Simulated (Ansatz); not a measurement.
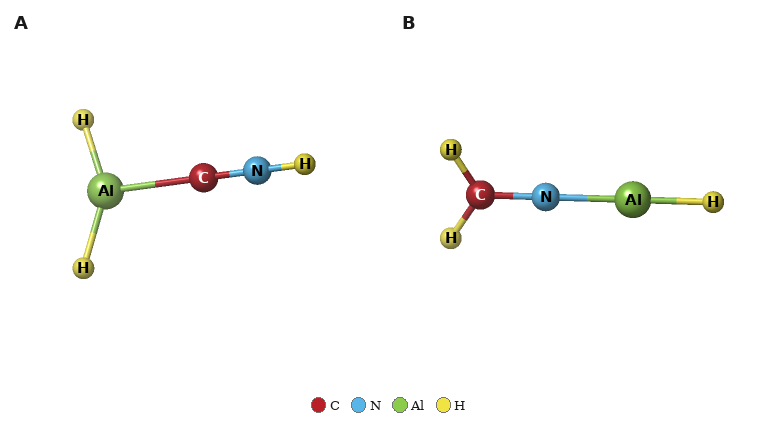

2 stationary structures of one formula. Charge +1, singlet. Geometries: PBE0-D4/def2-TZVP. Electronic energies: ωB97M-V/def2-TZVPP (Ansatz 0.2.0), without zero-point energy. No frequency run is at hand to confirm each as a minimum.

**Rank them by energy, lowest first.**

B is lowest; A lies 0.117 eV above it (C2v).

Give E(B) − E(A) in eV at these levels too: ωB97M-V/def2-TZVPP; PBE0-D4/def2-TZVP; PBE0-D4/def2-TZVPP; RHF-CCSD(T) (frozen core)/def2-TZVPP; B3LYP-D4/def2-TZVPP; PBE-D4/def2-TZVPP; r2SCAN-D4/def2-TZVPP.

| level | E(B) − E(A) (eV) |
| --- | --- |
| ωB97M-V/def2-TZVPP | −0.117 |
| PBE0-D4/def2-TZVP | −0.259 |
| PBE0-D4/def2-TZVPP | −0.254 |
| RHF-CCSD(T) (frozen core)/def2-TZVPP | +0.009 |
| B3LYP-D4/def2-TZVPP | −0.206 |
| PBE-D4/def2-TZVPP | −0.257 |
| r2SCAN-D4/def2-TZVPP | −0.239 |
